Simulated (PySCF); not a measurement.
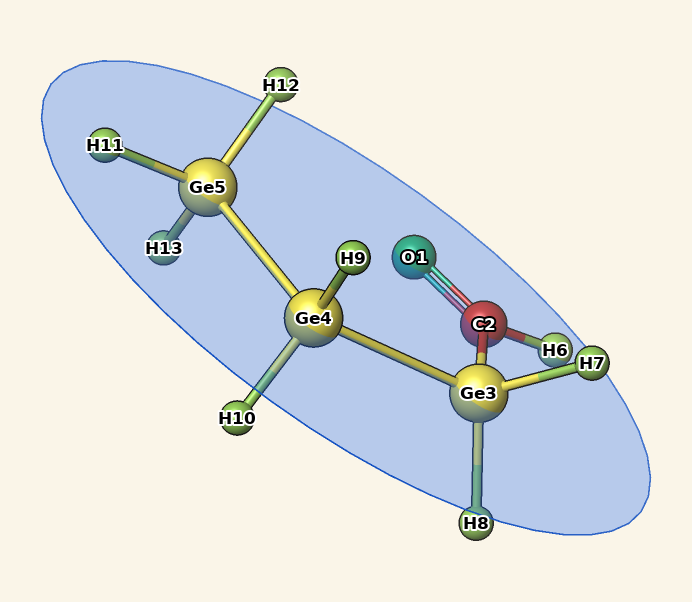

A disc through the centre of mass is drawn in. Depth is shown by fading: the farther an atom, the more it takes the colour of the background. The geometry was computed by an optimisation with PBE0-D3(BJ)/def2-SVP. No frequency run is at hand to confirm it as a minimum.

> Is the plane of the disc a mirror plane of the structure?

Yes. The reflection leaves O1, C2, Ge3, Ge4, Ge5, H6, H11 in place and moves H7 ↔ H8; H9 ↔ H10; H12 ↔ H13. The point group is Cs.
